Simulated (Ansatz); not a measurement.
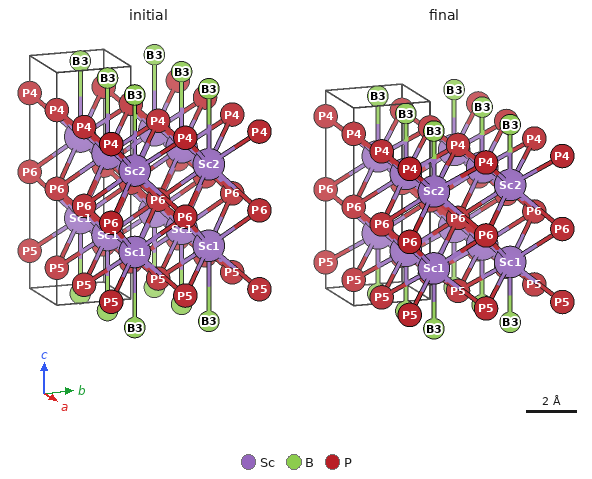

The structure of solid Sc2BP3 (a generated structure, set up in P4/mmm) (coarse preliminary run) before (left) and after (right) a relaxation, at one scale.

Style: ball-and-stick. Shown: the cell of the calculation, repeated 3 × 2 × 1 with one cell outlined, slightly off an axis.

Computed with DFT PBE, scalar-relativistic, plane waves, PAW (Ansatz 0.2.0).

Input
```yaml
crystal:
  lattice:
    - [3.20839328, 0.0, 0.0]
    - [0.0, 3.20839328, 0.0]
    - [0.0, 0.0, 9.71384475]
  atoms:
    - { symbol: Sc, position: [0.5, 0.5, 0.32482469] }
    - { symbol: Sc, position: [0.5, 0.5, 0.67517531] }
    - { symbol: B, position: [0.5, 0.5, 0.0] }
    - { symbol: P, position: [0.0, 0.0, 0.83906811] }
    - { symbol: P, position: [0.0, 0.0, 0.16093189] }
    - { symbol: P, position: [0.0, 0.0, 0.5] }
basis:
  ecutwfc: 420
kpoints:
  mp_grid: { grid: [6, 6, 2] }
hamiltonian:
  xc: pbe
scf:
  occupations: { method: gaussian, width: 0.1 }
  lower_state_search: "off"
output:
  forces: true
  stress: true
  eigenvalues: true
relax:
  adjacent_minimum: "off"
  f_tol: 0.04
  max_steps: 70
  cell: { stress_tol: 0.4 }
```

Run as
```bash
ansatz run input.yaml --threads 1 --pin off --max-ram 2560MiB --backend cpu --events-out ev --progress --plain --runs-dir out
```

What changed between the two?

Answer. The largest moves relative to the cell, 0.25 Å, are those of P4 and P5. P4 goes along +c. Largest moves by element: P 0.25 Å, Sc 0.16 Å. B stays in place. The drawn cell changes as follows: a = b 3.208 → 3.305 Å (+3.0 %), c 9.714 → 8.257 Å (−15.0 %); the volume changes by −9.8 %. Some distances before and after: P4–P5 3.127 → 2.159 Å, Sc1–B3 3.155 → 2.519 Å, Sc1–Sc2 3.403 → 3.218 Å, Sc1–Sc1 3.208 → 3.305 Å. New bonds form: P4–P5 (3.13 → 2.16 Å). Bond angles that change, for instance: Sc1–P5–Sc1 109.9° → 116.7°, Sc1–P5–Sc1 70.7° → 74.0°. The space group stays P4/mmm (No. 123). The energy falls by 2.109 eV per cell of the calculation in 5 accepted moves (6 points after the start). The largest force component goes from 0.55 to 0.04 eV/Å. Pressure: −4.44 GPa at the start and 0.22 GPa at the end. The SCF was repeated once at an unchanged geometry on a basis and grid sized afresh for the cell, which shifted the energy by 0.5 meV per cell of the calculation at most.
